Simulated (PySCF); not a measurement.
C₂H₁₂NOSi₃ (doublet)

```yaml
atoms:
  - { symbol: C, position_ang: [-2.0567, -0.9618, -0.9409] }
  - { symbol: N, position_ang: [-1.0204, -0.0610, -0.5132] }
  - { symbol: C, position_ang: [-1.4254, 1.3182, -0.5930] }
  - { symbol: Si, position_ang: [0.1985, -0.5881, 0.5876] }
  - { symbol: Si, position_ang: [1.2066, -2.3815, -0.3657] }
  - { symbol: O, position_ang: [1.3209, 0.5900, 0.6934] }
  - { symbol: Si, position_ang: [2.4038, 1.6789, 0.2145] }
  - { symbol: H, position_ang: [-1.6801, -1.9828, -0.9432] }
  - { symbol: H, position_ang: [-2.9336, -0.9169, -0.2815] }
  - { symbol: H, position_ang: [-2.3812, -0.7046, -1.9534] }
  - { symbol: H, position_ang: [-0.6083, 1.9518, -0.2611] }
  - { symbol: H, position_ang: [-2.3073, 1.5238, 0.0271] }
  - { symbol: H, position_ang: [-1.6706, 1.5730, -1.6288] }
  - { symbol: H, position_ang: [-0.2638, -0.5749, 1.9956] }
  - { symbol: H, position_ang: [0.5196, -3.6815, -0.2802] }
  - { symbol: H, position_ang: [2.5990, -2.6938, -0.0144] }
  - { symbol: H, position_ang: [3.5879, 1.4228, 1.0317] }
  - { symbol: H, position_ang: [1.8291, 3.0003, 0.4751] }
  - { symbol: H, position_ang: [2.6722, 1.4973, -1.2116] }
```

Geometry: GFN2-xTB.

The calculation used UKS B3LYP, pcH-1 on C H N O Si, non-relativistic, mean-field spin-orbit, GIAO (PySCF).

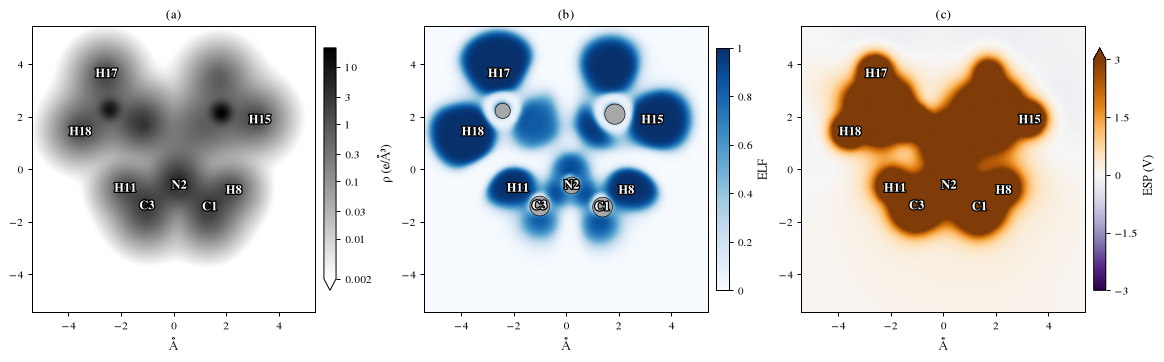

Figure 1. (a) electron density; (b) ELF; (c) molecular electrostatic potential on the plane of atoms N2, C3 and H11. Grey discs cover the atomic cores in the ELF map.

What does the map show?

- The section cuts through C, N and H sites.
- C–N (1.44 Å): the density is about 1.6 e/Å³ at the midpoint; the ELF peaks at about 0.90 between the atoms; a shared electron pair.
- C–H (1.09 Å): ρ at the midpoint is about 1.8 e/Å³; the ELF climbs to about 1 towards the hydrogen, as it does in any bond to H: a covalent bond by its length.
- The potential has no marked negative region in this plane.

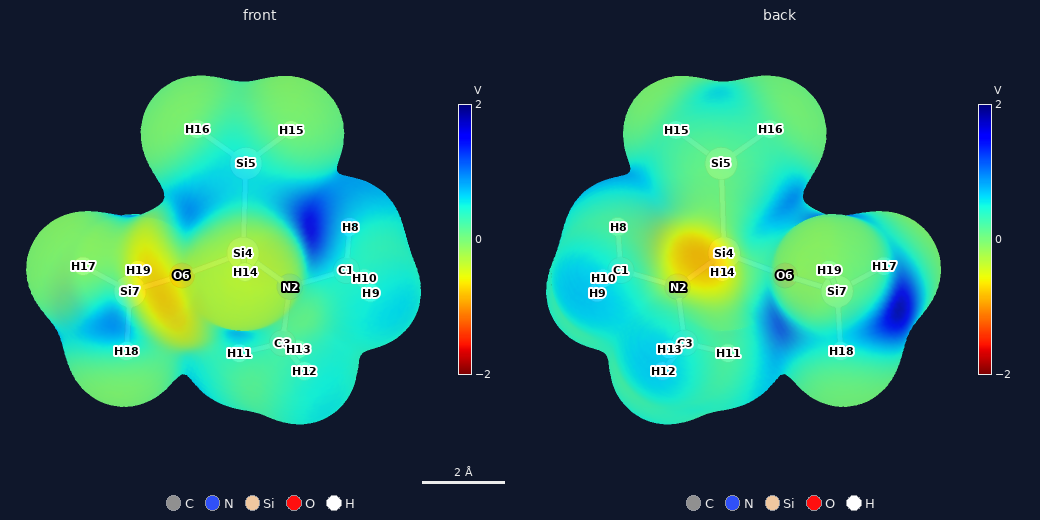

Figure 2. The electrostatic potential painted on the density surface at 0.002 e/bohr³, seen from the front and from behind; red is negative and blue positive.

Describe the electrostatic potential map.

The most negative region (about −0.8 V) lies over N2 and O6, the most positive (about +1.6 V) over Si4 and Si7.
